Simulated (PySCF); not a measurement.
SMILES [SiH2](C(O)=O)[SiH2]c1ccco1 at its GFN2-xTB optimised geometry (Å):

```
18

O     -1.8655     1.0664    -3.0603
C     -2.7612     0.7390    -2.3222
O     -3.5531     1.6362    -1.7212
Si    -3.1854    -1.0510    -1.7920
Si    -1.7191    -1.5983    -0.0750
C     -0.3986    -0.2708     0.0000
C      0.9700    -0.2708     0.0000
C      1.3796     1.0807     0.0000
C      0.2328     1.8134    -0.0030
O     -0.8410     1.0136    -0.0038
H     -3.2950     2.5448    -1.9553
H     -4.6052    -1.0146    -1.4282
H     -3.0417    -1.8667    -3.0027
H     -2.3827    -1.6587     1.2375
H     -1.0115    -2.8720    -0.2521
H      1.6001    -1.1365     0.0005
H      2.3827     1.4555    -0.0016
H      0.0604     2.8720    -0.0046
```

Computed with PBE0/def2-SVP run with PySCF. Cells within 0.4 Å of a nucleus heavier than hydrogen are left out (blank, or x).

Map of the electron localisation function on the plane z = 0.0 Å:

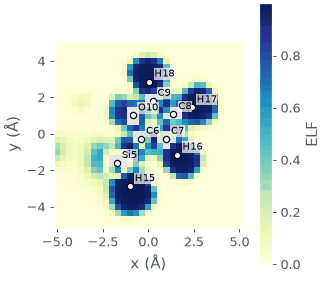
Electron localisation function on the plane z = 0.0 Å.
